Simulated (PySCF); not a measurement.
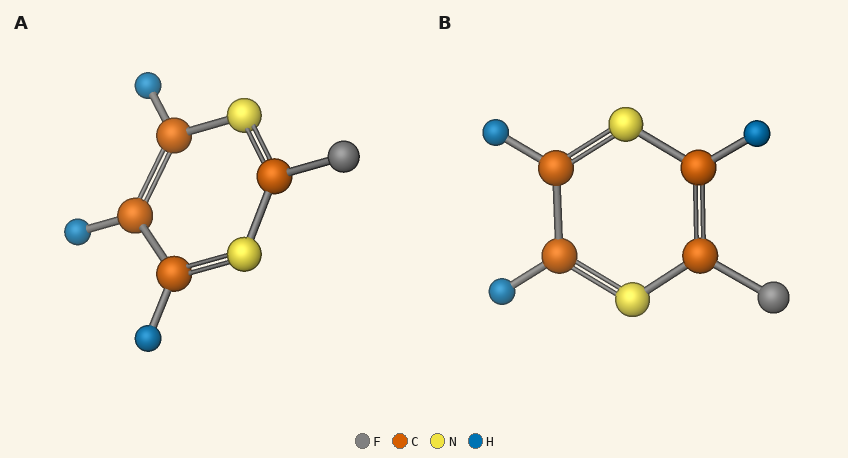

2 stationary structures of one formula. Geometries: PBE0-D3(BJ)/def2-SVP. Electronic energies: PBE0-D3(BJ)/def2-SVP (PySCF 2.14.0), without zero-point energy. No frequency run is at hand to confirm each as a minimum.

### How are they related?

They are constitutional isomers of C4H3FN2: A `Fc1ncccn1`, B `Fc1cnccn1`.

### Which structure is the most stable?

A is lowest; B lies 7.8 kcal/mol above it.
